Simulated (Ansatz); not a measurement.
# HfBrF3: a ladder of functionals and wavefunction methods

How much do the methods differ for HfBrF3? The plan is to run it at one geometry with functionals of several rungs and with coupled cluster. Orbital energies and run times are compared, and the correlation energy is taken apart.

The runs use Ansatz 0.2.0, Gaussian basis; functionals in def2-TZVPP, the program's frozen cores in correlated methods.

Levels to be run: LDA (SPW92), PBE-D4, revPBE-D4, BLYP-D4, r2SCAN-D4, B97M-V, PBE0-D4, B3LYP-D4, r2SCANh-D4, r2SCAN0-D4, HSE06-D4, BHLYP-D4, CAM-B3LYP-D4, LC-ωPBE, ωB97X-V, ωB97M-V, B2PLYP, PBE-QIDH; CCSD(T)/def2-SVP; CCSD(T)/def2-TZVPP; MP2/def2-QZVPP; extrapolation to the limit; RPA on PBE.

### Step 1. The relaxed structure

An earlier PBE0-D4 in a triple-zeta def2 set relaxation fixed the geometry. Hf takes the def2 core potential; no spin-orbit term is included.

SMILES `[F][Hf]([F])([F])[Br]`, 5 atoms, charge 0, spin multiplicity 1.

Atoms are counted from 1 here; the program's logs count them from 0.

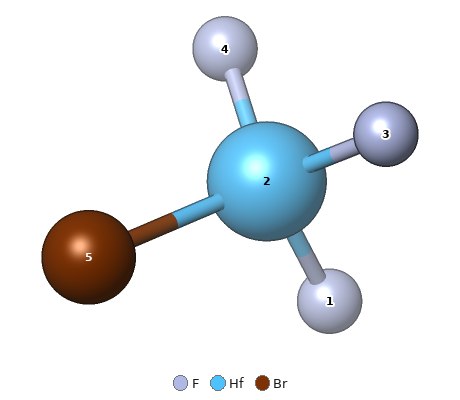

The structure; fluorine light blue, hafnium blue, bromine brown; atoms are numbered from 1 in the order of the file.

As a file:

```xyz
5

F    -0.8342   -0.3795    1.6875
Hf    0.0097   -0.1181    0.0172
F     1.7800   -0.7698    0.1253
F    -0.9215   -1.1116   -1.2930
Br    0.0158    2.3054   -0.5785
```

### Step 2. LDA

This LDA is Slater exchange with PW92 correlation.

in.yaml

```yaml
crystal:
  periodic: [false, false, false]
  atoms:
    - {symbol: F, position_ang: [-0.834203, -0.379485, 1.687525]}
    - {symbol: Hf, position_ang: [0.009675, -0.118124, 0.017156]}
    - {symbol: F, position_ang: [1.780041, -0.769819, 0.125322]}
    - {symbol: F, position_ang: [-0.921550, -1.111556, -1.293001]}
    - {symbol: Br, position_ang: [0.015838, 2.305385, -0.578501]}
basis:
  gaussian: {orbitals: def2-TZVPP}
hamiltonian: {xc: lda}
output: {orbitals: {seedname: orbitals}}
```

Command:

```
$ ansatz run in.yaml --threads 4 --pin off --events-out ev --progress --plain --max-ram 10444MiB
```

The program printed:

```text
Functional definition: SPW92
  name "SPW92"
  cite "Dirac, Proc. Camb. Phil. Soc. 26, 376 (1930) doi:10.1017/S0305004100016108"
  cite "Slater, Phys. Rev. 81, 385 (1951) doi:10.1103/PhysRev.81.385"
  cite "Perdew & Wang, Phys. Rev. B 45, 13244 (1992) doi:10.1103/PhysRevB.45.13244"
  exchange = slater_x
  correlation = pw_c
1202 factors; their error is unknown
mean field evaluation 1: about -79359.5369 eV, gradient 6.5e1 eV
mean field evaluation 2: about -79295.1377 eV, gradient 2.2e2 eV
mean field evaluation 4: about -79365.3579 eV, gradient 8.9e0 eV
mean field evaluation 8: about -79365.5565 eV, gradient 3.6e-2 eV
mean field evaluation 16: about -79365.5303 eV, gradient 8.9e-5 eV
mean field -79365.53029065 eV, -2916.6294422926 hartree, gradient 8.9e-5 eV, S^2 0.000000; 0 other end points of the search recorded, 0 dependent functions left out
reference -79365.53033360 eV, -2916.6294438713 hartree; 37, 37 occupied and 160, 160 virtual orbitals, 1202 factors
Total energy: -79365.53033360 eV, -2916.6294438713 hartree
```

Run time: 1.1 s. Hardware: 4 threads of Arm Neoverse V1, shared host; peak memory 0.25 GiB.

HOMO -8.16 eV, LUMO -2.40 eV.

### Step 3. PBE-D4 (GGA)

Changes to in.yaml since step 2:

```diff
@@ -10,3 +10,3 @@
   gaussian: {orbitals: def2-TZVPP}
-hamiltonian: {xc: lda}
-output: {orbitals: {seedname: orbitals}}
+hamiltonian: {xc: pbe, dispersion: d4}
+output: {forces: true, orbitals: {seedname: orbitals}}
```

Launched as before.

The program printed (excerpt; [...] marks lines left out):

```text
Functional definition: PBE
  name "PBE"
  cite "Perdew, Burke & Ernzerhof, Phys. Rev. Lett. 77, 3865 (1996) doi:10.1103/PhysRevLett.77.3865"
  parent pbe
[...]
1202 factors; their error is unknown
[...]
mean field -79499.38385381 eV, -2921.5484700098 hartree, gradient 8.4e-5 eV, S^2 0.000000; 0 other end points of the search recorded, 0 dependent functions left out
[...]
reference -79499.38389894 eV, -2921.5484716681 hartree; 37, 37 occupied and 160, 160 virtual orbitals, 1202 factors
Total energy: -79499.48505899 eV, -2921.5521892315 hartree
Atom 0 at    -0.834203    -0.379485     1.687525 Å, force    -0.170650    -0.052489     0.337697 eV/Å
Atom 1 at     0.009675    -0.118124     0.017156 Å, force     0.000386     0.193807    -0.047432 eV/Å
Atom 2 at     1.780041    -0.769819     0.125322 Å, force     0.358113    -0.131425     0.021762 eV/Å
Atom 3 at    -0.921550    -1.111556    -1.293001 Å, force    -0.188353    -0.200550    -0.265130 eV/Å
Atom 4 at     0.015838     2.305385    -0.578501 Å, force     0.000503     0.190658    -0.046896 eV/Å
Dipole moment:    -0.000037    -0.000258     0.000132 e Å
```

It took 2.2 s on 4 threads of Arm Neoverse V1, shared host; peak memory 0.26 GiB.

HOMO -7.95 eV, LUMO -2.08 eV.

### Step 4. revPBE-D4 (GGA)

Changes to in.yaml since step 3:

```diff
@@ -10,3 +10,3 @@
   gaussian: {orbitals: def2-TZVPP}
-hamiltonian: {xc: pbe, dispersion: d4}
-output: {forces: true, orbitals: {seedname: orbitals}}
+hamiltonian: {xc: {name: revPBE}, dispersion: d4}
+output: {orbitals: {seedname: orbitals}}
```

Same command.

The program printed:

```text
Functional definition: revPBE
  name "revPBE"
  cite "Zhang & Yang, Phys. Rev. Lett. 80, 890 (1998) doi:10.1103/PhysRevLett.80.890"
  cite "Perdew, Burke & Ernzerhof, Phys. Rev. Lett. 77, 3865 (1996) doi:10.1103/PhysRevLett.77.3865"
  parameter kappa = 1.245
  parameter beta = 0.06672455060314922
  exchange = pbe_x(kappa = kappa, mu = beta*pi^2/3)
  correlation = pbe_c(beta = beta)
1202 factors; their error is unknown
mean field evaluation 1: about -79502.8978 eV, gradient 6.8e1 eV
mean field evaluation 2: about -79434.6036 eV, gradient 2.2e2 eV
mean field evaluation 4: about -79509.2166 eV, gradient 9.4e0 eV
mean field evaluation 8: about -79509.4482 eV, gradient 3.2e-2 eV
mean field evaluation 16: about -79509.4208 eV, gradient 7.3e-5 eV
mean field -79509.42084096 eV, -2921.9173224842 hartree, gradient 7.3e-5 eV, S^2 0.000000; 0 other end points of the search recorded, 0 dependent functions left out
reference -79509.42089737 eV, -2921.9173245572 hartree; 37, 37 occupied and 160, 160 virtual orbitals, 1202 factors
Total energy: -79509.63554993 eV, -2921.9252128932 hartree
```

It took 2 s on 4 threads of Arm Neoverse V1, shared host; peak memory 0.25 GiB.

HOMO -7.88 eV, LUMO -1.96 eV.

### Step 5. BLYP-D4 (GGA)

Changes to in.yaml since step 4:

```diff
@@ -10,3 +10,3 @@
   gaussian: {orbitals: def2-TZVPP}
-hamiltonian: {xc: {name: revPBE}, dispersion: d4}
+hamiltonian: {xc: {name: BLYP}, dispersion: d4}
 output: {orbitals: {seedname: orbitals}}
```

Same command.

The program printed:

```text
Functional definition: BLYP
  name "BLYP"
  cite "Becke, Phys. Rev. A 38, 3098 (1988) doi:10.1103/PhysRevA.38.3098"
  cite "Lee, Yang & Parr, Phys. Rev. B 37, 785 (1988) doi:10.1103/PhysRevB.37.785"
  parameter beta = 0.0042
  parameter a = 0.04918
  parameter b = 0.132
  parameter c = 0.2533
  parameter d = 0.349
  exchange = b88_x(beta = beta)
  correlation = lyp_c(a = a, b = b, c = c, d = d)
1202 factors; their error is unknown
mean field evaluation 1: about -79509.1704 eV, gradient 7.4e1 eV
mean field evaluation 2: about -79421.3836 eV, gradient 2.5e2 eV
mean field evaluation 4: about -79516.5095 eV, gradient 1.0e1 eV
mean field evaluation 8: about -79516.7748 eV, gradient 4.2e-2 eV
mean field evaluation 16: about -79516.7482 eV, gradient 7.8e-5 eV
mean field -79516.74821180 eV, -2922.1865983960 hartree, gradient 7.8e-5 eV, S^2 0.000000; 0 other end points of the search recorded, 0 dependent functions left out
reference -79516.74855444 eV, -2922.1866109876 hartree; 37, 37 occupied and 160, 160 virtual orbitals, 1202 factors
Total energy: -79516.95348317 eV, -2922.1941419795 hartree
```

It took 1.9 s on 4 threads of Arm Neoverse V1, shared host; peak memory 0.25 GiB.

HOMO -7.78 eV, LUMO -1.97 eV.

### Step 6. r2SCAN-D4 (meta-GGA)

Changes to in.yaml since step 5:

```diff
@@ -10,3 +10,3 @@
   gaussian: {orbitals: def2-TZVPP}
-hamiltonian: {xc: {name: BLYP}, dispersion: d4}
-output: {orbitals: {seedname: orbitals}}
+hamiltonian: {xc: r2scan, dispersion: d4}
+output: {forces: true, orbitals: {seedname: orbitals}}
```

Launched as before.

The program printed (excerpt; [...] marks lines left out):

```text
Functional definition: r2SCAN
  name "r2SCAN"
  cite "Furness, Kaplan, Ning, Perdew & Sun, J. Phys. Chem. Lett. 11, 8208 (2020) doi:10.1021/acs.jpclett.0c02405"
  cite "Furness, Kaplan, Ning, Perdew & Sun, J. Phys. Chem. Lett. 11, 9248 (2020) doi:10.1021/acs.jpclett.0c03077"
  parent r2scan
[...]
1202 factors; their error is unknown
[...]
mean field -79514.02058116 eV, -2922.0863598185 hartree, gradient 3.9e-5 eV, S^2 0.000000; 0 other end points of the search recorded, 0 dependent functions left out
[...]
reference -79514.02059480 eV, -2922.0863603199 hartree; 37, 37 occupied and 160, 160 virtual orbitals, 1202 factors
Total energy: -79514.04439982 eV, -2922.0872351382 hartree
Atom 0 at    -0.834203    -0.379485     1.687525 Å, force    -0.042231    -0.021755     0.085682 eV/Å
Atom 1 at     0.009675    -0.118124     0.017156 Å, force     0.000044     0.017552    -0.004312 eV/Å
Atom 2 at     1.780041    -0.769819     0.125322 Å, force     0.088657    -0.041081     0.007628 eV/Å
Atom 3 at    -0.921550    -1.111556    -1.293001 Å, force    -0.046778    -0.058212    -0.063475 eV/Å
Atom 4 at     0.015838     2.305385    -0.578501 Å, force     0.000308     0.103496    -0.025523 eV/Å
Dipole moment:    -0.000064    -0.009841     0.002493 e Å
```

It took 5.5 s on 4 threads of Arm Neoverse V1, shared host; peak memory 0.29 GiB.

HOMO -8.32 eV, LUMO -1.87 eV.

### Step 7. B97M-V (meta-GGA)

Changes to in.yaml since step 6:

```diff
@@ -10,3 +10,3 @@
   gaussian: {orbitals: def2-TZVPP}
-hamiltonian: {xc: r2scan, dispersion: d4}
-output: {forces: true, orbitals: {seedname: orbitals}}
+hamiltonian: {xc: {name: B97M-V}}
+output: {orbitals: {seedname: orbitals}}
```

Launched as before.

The program printed (excerpt; [...] marks lines left out):

```text
Functional definition: B97M-V
  name "B97M-V"
  cite "Mardirossian & Head-Gordon, J. Chem. Phys. 142, 074111 (2015) doi:10.1063/1.4907719"
  cite "Becke, J. Chem. Phys. 107, 8554 (1997) doi:10.1063/1.475007"
  cite "Vydrov & Van Voorhis, J. Chem. Phys. 133, 244103 (2010) doi:10.1063/1.3521275"
  # Of w^i u^j: cxij and so on, Table III.
[...]
  gx(w, u) = cx00 + cx01*u + cx02*u^2 + (cx10 + cx11*u)*w
  gss(w, u) = css00 + css02*u^2 + css10*w + (css32*w^3 + css42*w^4)*u^2
  gos(w, u) = cos00 + cos01*u + cos03*u^3 + cos10*w + cos32*w^3*u^2
[...]
      + integral(e_c_pw_mod_opposite_spin*gos(b97_w_opposite, b97_u_opposite)) + vv10(b, c)
1202 factors; their error is unknown
[...]
mean field -79501.64006986 eV, -2921.6313844202 hartree, gradient 1.9e-5 eV, S^2 0.000000; 0 other end points of the search recorded, 0 dependent functions left out
reference -79501.64013370 eV, -2921.6313867665 hartree; 37, 37 occupied and 160, 160 virtual orbitals, 1202 factors
Total energy: -79501.64013370 eV, -2921.6313867665 hartree
```

Wall time 9.5 s (4 threads of Arm Neoverse V1, shared host); peak memory 0.36 GiB.

HOMO -8.35 eV, LUMO -1.81 eV.

### Step 8. PBE0-D4 (hybrid)

Changes to in.yaml since step 7:

```diff
@@ -10,3 +10,3 @@
   gaussian: {orbitals: def2-TZVPP}
-hamiltonian: {xc: {name: B97M-V}}
+hamiltonian: {xc: pbe0, dispersion: d4}
 output: {orbitals: {seedname: orbitals}}
```

Launched as before.

The program printed:

```text
Functional definition: PBE0
  name "PBE0"
  cite "Adamo & Barone, J. Chem. Phys. 110, 6158 (1999) doi:10.1063/1.478522"
  cite "Perdew, Burke & Ernzerhof, Phys. Rev. Lett. 77, 3865 (1996) doi:10.1103/PhysRevLett.77.3865"
  parent pbe
  parameter a = 0.25
  parameter kappa = 0.804
  parameter beta = 0.06672455060314922
  exchange = (1 - a)*pbe_x(kappa = kappa, mu = beta*pi^2/3) + a*exact_x
  correlation = pbe_c(beta = beta)
1285 factors; their error is unknown
mean field evaluation 1: about -79494.0364 eV, gradient 6.5e1 eV
mean field evaluation 2: about -79467.3588 eV, gradient 1.5e2 eV
mean field evaluation 4: about -79500.1625 eV, gradient 3.3e0 eV
mean field evaluation 8: about -79500.6707 eV, gradient 4.1e-1 eV
mean field evaluation 16: about -79500.6708 eV, gradient 4.5e-5 eV
mean field -79500.67081998 eV, -2921.5957651443 hartree, gradient 4.5e-5 eV, S^2 0.000000; 0 other end points of the search recorded, 0 dependent functions left out
reference -79500.67085403 eV, -2921.5957663955 hartree; 37, 37 occupied and 160, 160 virtual orbitals, 1285 factors
Total energy: -79500.75879466 eV, -2921.5989981538 hartree
```

Run time: 3.1 s. Hardware: 4 threads of Arm Neoverse V1, shared host; peak memory 0.54 GiB.

HOMO -9.29 eV, LUMO -1.23 eV.

### Step 9. B3LYP-D4 (hybrid)

B3LYP here takes the VWN-RPA correlation.

Changes to in.yaml since step 8:

```diff
@@ -10,3 +10,3 @@
   gaussian: {orbitals: def2-TZVPP}
-hamiltonian: {xc: pbe0, dispersion: d4}
-output: {orbitals: {seedname: orbitals}}
+hamiltonian: {xc: {name: B3LYP}, dispersion: d4}
+output: {forces: true, orbitals: {seedname: orbitals}}
```

Launched as before.

The program printed (excerpt; [...] marks lines left out):

```text
Functional definition: B3LYP
  name "B3LYP"
  cite "Stephens, Devlin, Chabalowski & Frisch, J. Phys. Chem. 98, 11623 (1994) doi:10.1021/j100096a001"
  cite "Becke, Phys. Rev. A 38, 3098 (1988) doi:10.1103/PhysRevA.38.3098"
  cite "Lee, Yang & Parr, Phys. Rev. B 37, 785 (1988) doi:10.1103/PhysRevB.37.785"
  cite "Vosko, Wilk & Nusair, Can. J. Phys. 58, 1200 (1980) doi:10.1139/p80-159"
[...]
1254 factors; their error is unknown
[...]
mean field -79518.16563118 eV, -2922.2386875975 hartree, gradient 5.3e-5 eV, S^2 0.000000; 0 other end points of the search recorded, 0 dependent functions left out
[...]
reference -79518.16588738 eV, -2922.2386970125 hartree; 37, 37 occupied and 160, 160 virtual orbitals, 1254 factors
Total energy: -79518.32980323 eV, -2922.2447208088 hartree
Atom 0 at    -0.834203    -0.379485     1.687525 Å, force    -0.132057    -0.035255     0.260033 eV/Å
Atom 1 at     0.009675    -0.118124     0.017156 Å, force     0.000090     0.029999    -0.007400 eV/Å
Atom 2 at     1.780041    -0.769819     0.125322 Å, force     0.277050    -0.096323     0.015552 eV/Å
Atom 3 at    -0.921550    -1.111556    -1.293001 Å, force    -0.145721    -0.149801    -0.206402 eV/Å
Atom 4 at     0.015838     2.305385    -0.578501 Å, force     0.000638     0.251381    -0.061783 eV/Å
Dipole moment:    -0.000004     0.014063    -0.003381 e Å
```

Run time: 4.4 s. Hardware: 4 threads of Arm Neoverse V1, shared host; peak memory 0.54 GiB.

HOMO -9.01 eV, LUMO -1.47 eV.

### Step 10. r2SCANh-D4 (hybrid)

Changes to in.yaml since step 9:

```diff
@@ -10,3 +10,3 @@
   gaussian: {orbitals: def2-TZVPP}
-hamiltonian: {xc: {name: B3LYP}, dispersion: d4}
-output: {forces: true, orbitals: {seedname: orbitals}}
+hamiltonian: {xc: {name: r2SCANh}, dispersion: d4}
+output: {orbitals: {seedname: orbitals}}
```

The command is unchanged.

The program printed (excerpt; [...] marks lines left out):

```text
Functional definition: r2SCANh
  name "r2SCANh"
  cite "Bursch, Neugebauer, Ehlert & Grimme, J. Chem. Phys. 156, 134105 (2022) doi:10.1063/5.0086040"
  cite "Furness, Kaplan, Ning, Perdew & Sun, J. Phys. Chem. Lett. 11, 8208 (2020) doi:10.1021/acs.jpclett.0c02405"
  cite "Furness, Kaplan, Ning, Perdew & Sun, J. Phys. Chem. Lett. 11, 9248 (2020) doi:10.1021/acs.jpclett.0c03077"
  parent r2scan
[...]
1217 factors; their error is unknown
[...]
mean field -79512.99782474 eV, -2922.0487742134 hartree, gradient 1.6e-5 eV, S^2 0.000000; 0 other end points of the search recorded, 0 dependent functions left out
reference -79512.99783737 eV, -2922.0487746777 hartree; 37, 37 occupied and 160, 160 virtual orbitals, 1217 factors
Total energy: -79513.02407753 eV, -2922.0497389857 hartree
```

Wall time 6 s (4 threads of Arm Neoverse V1, shared host); peak memory 0.56 GiB.

HOMO -8.80 eV, LUMO -1.56 eV.

### Step 11. r2SCAN0-D4 (hybrid)

Changes to in.yaml since step 10:

```diff
@@ -10,3 +10,3 @@
   gaussian: {orbitals: def2-TZVPP}
-hamiltonian: {xc: {name: r2SCANh}, dispersion: d4}
+hamiltonian: {xc: {name: r2SCAN0}, dispersion: d4}
 output: {orbitals: {seedname: orbitals}}
```

Same command.

The program printed (excerpt; [...] marks lines left out):

```text
Functional definition: r2SCAN0
  name "r2SCAN0"
  cite "Bursch, Neugebauer, Ehlert & Grimme, J. Chem. Phys. 156, 134105 (2022) doi:10.1063/5.0086040"
  cite "Furness, Kaplan, Ning, Perdew & Sun, J. Phys. Chem. Lett. 11, 8208 (2020) doi:10.1021/acs.jpclett.0c02405"
  cite "Furness, Kaplan, Ning, Perdew & Sun, J. Phys. Chem. Lett. 11, 9248 (2020) doi:10.1021/acs.jpclett.0c03077"
  parent r2scan
[...]
1285 factors; their error is unknown
[...]
mean field -79511.52299668 eV, -2921.9945752820 hartree, gradient 4.0e-5 eV, S^2 0.000000; 0 other end points of the search recorded, 0 dependent functions left out
reference -79511.52300777 eV, -2921.9945756894 hartree; 37, 37 occupied and 160, 160 virtual orbitals, 1285 factors
Total energy: -79511.55244865 eV, -2921.9956576219 hartree
```

It took 5.5 s on 4 threads of Arm Neoverse V1, shared host; peak memory 0.57 GiB.

HOMO -9.53 eV, LUMO -1.09 eV.

### Step 12. HSE06-D4 (hybrid)

HSE06 is the plane-wave form, built on full-range PBE exchange.

Changes to in.yaml since step 11:

```diff
@@ -10,3 +10,3 @@
   gaussian: {orbitals: def2-TZVPP}
-hamiltonian: {xc: {name: r2SCAN0}, dispersion: d4}
+hamiltonian: {xc: hse06, dispersion: d4}
 output: {orbitals: {seedname: orbitals}}
```

Same command.

The program printed (excerpt; [...] marks lines left out):

```text
Functional definition: HSE06
  name "HSE06"
  cite "Heyd, Scuseria & Ernzerhof, J. Chem. Phys. 118, 8207 (2003) doi:10.1063/1.1564060"
  cite "Krukau, Vydrov, Izmaylov & Scuseria, J. Chem. Phys. 125, 224106 (2006) doi:10.1063/1.2404663"
  cite "Heyd & Scuseria, J. Chem. Phys. 120, 7274 (2004) doi:10.1063/1.1668634"
  cite "Ernzerhof & Perdew, J. Chem. Phys. 109, 3313 (1998) doi:10.1063/1.476928"
  cite "Perdew, Burke & Ernzerhof, Phys. Rev. Lett. 77, 3865 (1996) doi:10.1103/PhysRevLett.77.3865"
  parent pbe
[...]
  # The whole range is PBE's own exchange, as in plane waves. The composition of these papers is wPBEh.
[...]
1285 factors; their error is unknown
79 factors; integrals over basis functions are off by at most 5.1e-7 eV
[...]
mean field -79500.43901875 eV, -2921.5872466060 hartree, gradient 3.3e-5 eV, S^2 0.000000; 0 other end points of the search recorded, 0 dependent functions left out
reference -79500.43906403 eV, -2921.5872482701 hartree; 37, 37 occupied and 160, 160 virtual orbitals, 1285 factors
Total energy: -79500.52324093 eV, -2921.5903417140 hartree
```

Run time: 3.4 s. Hardware: 4 threads of Arm Neoverse V1, shared host; peak memory 0.57 GiB.

HOMO -8.89 eV, LUMO -1.61 eV.

### Step 13. BHLYP-D4 (hybrid)

Changes to in.yaml since step 12:

```diff
@@ -10,3 +10,3 @@
   gaussian: {orbitals: def2-TZVPP}
-hamiltonian: {xc: hse06, dispersion: d4}
+hamiltonian: {xc: {name: BHLYP}, dispersion: d4}
 output: {orbitals: {seedname: orbitals}}
```

The command is unchanged.

The program printed:

```text
Functional definition: BHLYP
  name "BHLYP"
  cite "Becke, J. Chem. Phys. 98, 1372 (1993) doi:10.1063/1.464304"
  cite "Becke, Phys. Rev. A 38, 3098 (1988) doi:10.1103/PhysRevA.38.3098"
  cite "Lee, Yang & Parr, Phys. Rev. B 37, 785 (1988) doi:10.1103/PhysRevB.37.785"
  parameter a = 0.5
  exchange = (1 - a)*b88_x + a*exact_x
  correlation = lyp_c
1431 factors; their error is unknown
mean field evaluation 1: about -79503.7057 eV, gradient 6.4e1 eV
mean field evaluation 2: about -79493.6583 eV, gradient 1.1e2 eV
mean field evaluation 4: about -79509.9588 eV, gradient 1.3e0 eV
mean field evaluation 8: about -79510.9570 eV, gradient 7.7e-2 eV
mean field evaluation 16: about -79510.9570 eV, gradient 4.3e-5 eV
mean field -79510.95704313 eV, -2921.9737768727 hartree, gradient 4.2e-5 eV, S^2 0.000000; 0 other end points of the search recorded, 0 dependent functions left out
reference -79510.95721505 eV, -2921.9737831907 hartree; 37, 37 occupied and 160, 160 virtual orbitals, 1431 factors
Total energy: -79511.11618316 eV, -2921.9796251607 hartree
```

It took 3.1 s on 4 threads of Arm Neoverse V1, shared host; peak memory 0.57 GiB.

HOMO -10.44 eV, LUMO -0.31 eV.

### Step 14. CAM-B3LYP-D4 (range-separated)

Changes to in.yaml since step 13:

```diff
@@ -10,3 +10,3 @@
   gaussian: {orbitals: def2-TZVPP}
-hamiltonian: {xc: {name: BHLYP}, dispersion: d4}
+hamiltonian: {xc: {name: CAM-B3LYP}, dispersion: d4}
 output: {orbitals: {seedname: orbitals}}
```

Same command.

The program printed (excerpt; [...] marks lines left out):

```text
Functional definition: CAM-B3LYP
  name "CAM-B3LYP"
  cite "Yanai, Tew & Handy, Chem. Phys. Lett. 393, 51 (2004) doi:10.1016/j.cplett.2004.06.011"
  cite "Iikura, Tsuneda, Yanai & Hirao, J. Chem. Phys. 115, 3540 (2001) doi:10.1063/1.1383587"
  cite "Becke, Phys. Rev. A 38, 3098 (1988) doi:10.1103/PhysRevA.38.3098"
  cite "Lee, Yang & Parr, Phys. Rev. B 37, 785 (1988) doi:10.1103/PhysRevB.37.785"
  cite "Vosko, Wilk & Nusair, Can. J. Phys. 58, 1200 (1980) doi:10.1139/p80-159"
[...]
  # Exact exchange under (alpha + beta erf(omega r))/r, Becke's under what is left of 1/r.
[...]
1239 factors; their error is unknown
242 factors; integrals over basis functions are off by at most 2.6e-5 eV
[...]
mean field -79517.55287552 eV, -2922.2161692423 hartree, gradient 3.0e-5 eV, S^2 0.000000; 0 other end points of the search recorded, 0 dependent functions left out
reference -79517.55300089 eV, -2922.2161738493 hartree; 37, 37 occupied and 160, 160 virtual orbitals, 1239 factors
Total energy: -79517.64565165 eV, -2922.2195787022 hartree
```

Run time: 3.4 s. Hardware: 4 threads of Arm Neoverse V1, shared host; peak memory 0.59 GiB.

HOMO -10.60 eV, LUMO -0.16 eV.

### Step 15. LC-ωPBE (range-separated)

Changes to in.yaml since step 14:

```diff
@@ -10,3 +10,3 @@
   gaussian: {orbitals: def2-TZVPP}
-hamiltonian: {xc: {name: CAM-B3LYP}, dispersion: d4}
+hamiltonian: {xc: {name: LC-wPBE}}
 output: {orbitals: {seedname: orbitals}}
```

Same command.

The program printed (excerpt; [...] marks lines left out):

```text
Functional definition: LC-wPBE
  name "LC-wPBE"
  cite "Vydrov & Scuseria, J. Chem. Phys. 125, 234109 (2006) doi:10.1063/1.2409292"
  cite "Heyd & Scuseria, J. Chem. Phys. 120, 7274 (2004) doi:10.1063/1.1668634"
  cite "Ernzerhof & Perdew, J. Chem. Phys. 109, 3313 (1998) doi:10.1063/1.476928"
  cite "Perdew, Burke & Ernzerhof, Phys. Rev. Lett. 77, 3865 (1996) doi:10.1103/PhysRevLett.77.3865"
  parent pbe
[...]
1202 factors; their error is unknown
332 factors; integrals over basis functions are off by at most 4.1e-5 eV
[...]
mean field -79503.43032680 eV, -2921.6971751491 hartree, gradient 6.7e-5 eV, S^2 0.000000; 0 other end points of the search recorded, 0 dependent functions left out
reference -79503.43032680 eV, -2921.6971751494 hartree; 37, 37 occupied and 160, 160 virtual orbitals, 1202 factors
Total energy: -79503.43032680 eV, -2921.6971751494 hartree
```

Run time: 2.6 s. Hardware: 4 threads of Arm Neoverse V1, shared host; peak memory 0.34 GiB.

HOMO -11.98 eV, LUMO 1.07 eV.

[end of part 1 of 2]
